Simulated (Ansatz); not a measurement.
Cell of HfO2-1T on HfO2-1T (facing atoms over hollows or bridges), atoms relaxed in a fixed cell:

```yaml
crystal:
  lattice:
    - [3.24211, 0.00000, 0.00000]
    - [-1.62105, 2.80775, 0.00000]
    - [0.00000, 0.00000, 25.91000]
  atoms:
    - { symbol: O, position: [0.66667, 0.33333, 0.38155] }
    - { symbol: Hf, position: [0.00000, 0.00000, 0.41917] }
    - { symbol: O, position: [0.33333, 0.66667, 0.45615] }
    - { symbol: O, position: [0.00000, 0.00000, 0.54385] }
    - { symbol: Hf, position: [0.33333, 0.66667, 0.58083] }
    - { symbol: O, position: [0.66667, 0.33333, 0.61845] }
```

The numbers are results of PBE+D3(BJ) (plane waves to 420 eV, PAW; Ansatz, an electronic-structure program), not measurements. Scalar-relativistic, without spin–orbit coupling. Its k-point mesh 12×12×1, Fermi–Dirac width 0.01 eV. A dipole correction is on.

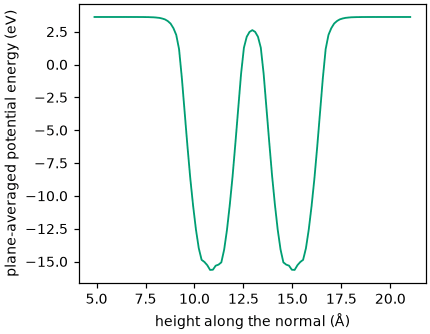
Figure. Smooth (PAW) electrostatic potential energy of an electron, averaged over planes, about its mean

The curve spans 19.3 eV over the stretch drawn.
